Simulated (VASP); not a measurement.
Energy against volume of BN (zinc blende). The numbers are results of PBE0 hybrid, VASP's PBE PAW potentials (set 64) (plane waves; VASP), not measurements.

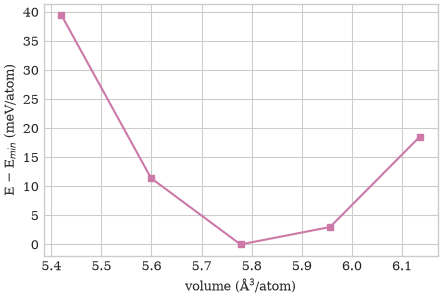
*Energy against volume*

Task: Estimate the equilibrium volume and the bulk modulus.

Result: The minimum lies near 5.8 Å³/atom, and the curvature gives B0 of about 400 GPa.

Measured: bulk modulus 410 GPa at 0 K (computed value off by -1.4 %), as given by Daniel Mejia-Rodriguez et al., Physical Review B (2018), arXiv:1807.09216 [0 K value with the zero-point phonon effect removed]; a 3.593 Å at 0 K (computed value off by +0.2 %), as given by Tamar Goldzak et al., The Journal of Chemical Physics (2022), arXiv:2208.04865 [corrected for zero-point motion].

The compound is BN in the zinc blende structure. It was relaxed first. The cell's shape comes from a PBE relaxation.
